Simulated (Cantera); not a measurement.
A closed system holds: 1 mol PbO, 1.1 mol O₂, a varied amount of N₂, 0.83 mol H₂, held at 700 K and 0.110 bar.

Equilibrium computed with Cantera from the NASA thermochemical tables; the gas is ideal and each condensed phase is pure. Candidate condensed phases: H₂O, Pb, PbO, PbO₂, Pb₃O₄; 27 gas species. Equilibrium is a limit: real reactors are often held back by kinetics, nucleation or transport.

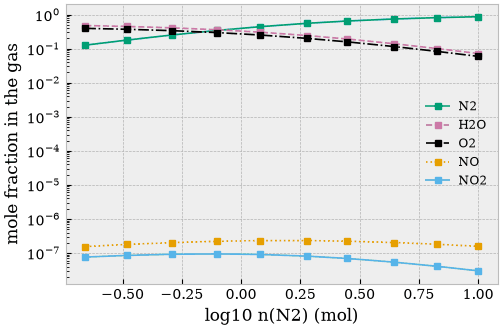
*Equilibrium gas composition (values under 1e-9 drawn at 1e-9)*

Q: Read off the mole fractions at 10 mol N₂.

A: N₂ about 0.87, H₂O about 0.072, O₂ about 0.059, NO about 1.6e-7, NO₂ about 3.0e-8.
